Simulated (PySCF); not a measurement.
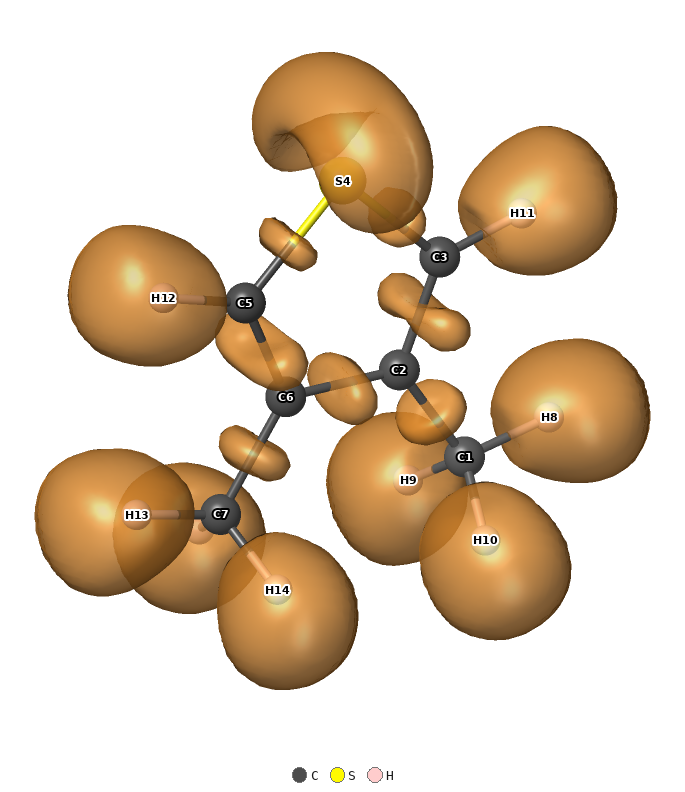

*C6H8S. Isosurface of the ELF at 0.85 (orange), seen at a tilt. Core shells and regions of very low density are left out.*

Geometry: GFN2-xTB.

The calculation used PBE0/def2-SVPD, SCF density, gas phase (PySCF).

```xyz
15

C     1.7557   -0.4985   -0.0921
C     0.6086    0.4522   -0.0093
C     0.7278    1.8037    0.0345
S    -0.7943    2.6011    0.1272
C    -1.6102    1.0861    0.1055
C    -0.7571    0.0330    0.0319
C    -1.1770   -1.3983   -0.0043
H     2.6991    0.0410   -0.1098
H     1.6810   -1.1045   -0.9946
H     1.7527   -1.1718    0.7647
H     1.6258    2.3893    0.0177
H    -2.6812    1.0676    0.1486
H    -2.2596   -1.4801    0.0429
H    -0.7467   -1.9410    0.8369
H    -0.8289   -1.8717   -0.9218
```

Q: Where are the electrons localised?

A: At this value the surface marks out five regions between bonded C–C atoms (shared pairs), two regions between bonded C–S atoms (shared pairs), eight regions around hydrogen nuclei and one lobe on S, pointing away from the bonds (lone pairs, which may merge into one lobe). Profiles from the grid: C–C (1.36 Å): the ELF peaks at about 0.95 between the atoms: a covalent bond. C–S (1.72 Å): the ELF peaks at about 0.90 between the atoms (a covalent bond).
